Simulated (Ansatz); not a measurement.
Au (fcc, Cu type)

```cif
data_Au4
_chemical_formula_sum 'Au4'
_space_group_name_H-M_alt 'Fm-3m'
_space_group_IT_number 225
_space_group_name_Hall '-F 4 2 3'
_cell_length_a 4.12408
_cell_length_b 4.12408
_cell_length_c 4.12408
_cell_angle_alpha 90.000
_cell_angle_beta 90.000
_cell_angle_gamma 90.000
loop_
_atom_site_label
_atom_site_type_symbol
_atom_site_symmetry_multiplicity
_atom_site_Wyckoff_symbol
_atom_site_fract_x
_atom_site_fract_y
_atom_site_fract_z
_atom_site_occupancy
Au1 Au 4 a 0.00000 0.00000 0.00000 1
```
(The calculation used a cell of 1 atom; values per cell refer to that cell.)

Two coordinates are scanned: the volume, and the ratio of the stretch along z (the conventional c axis) to the stretch across it. Atoms keep their fractional coordinates.

All values below come from r2SCAN (plane waves to 500 eV, PAW, scalar-relativistic; Ansatz, a first-principles code). k mesh 19×19×19 (Γ-centred), Fermi-Dirac smearing 0.05 eV. Energies are smeared free energies. Compression counts positive. With partly filled bands, the response to shear is sensitive to the k mesh, so small differences along c/a are uncertain. Au was relaxed with its symmetry unable to fall. Spin-orbit coupling is left out, though Au is heavy. The zero of ΔE is the relaxed starting cell.

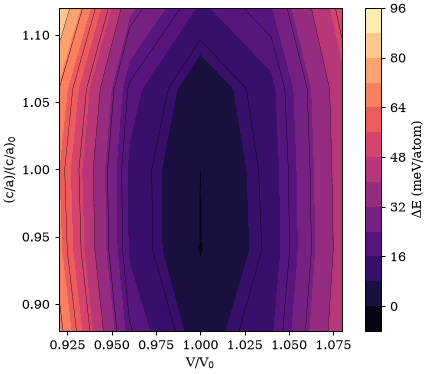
Figure: ΔE (meV/atom) over the 5×5 grid of computed points.

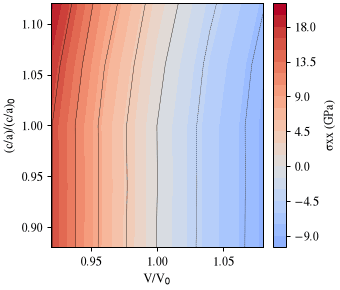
*σxx (GPa) over the 5×5 grid of computed points.*

Lowest place on the grid: V/V₀ = 1.000, (c/a)/(c/a)₀ = 0.940 (0 meV/atom). Highest place on the grid: V/V₀ = 0.920, (c/a)/(c/a)₀ = 1.120 (89 meV/atom).

(Under strain, the slope of the energy per volume gives the stress and its curvature an elastic modulus.)
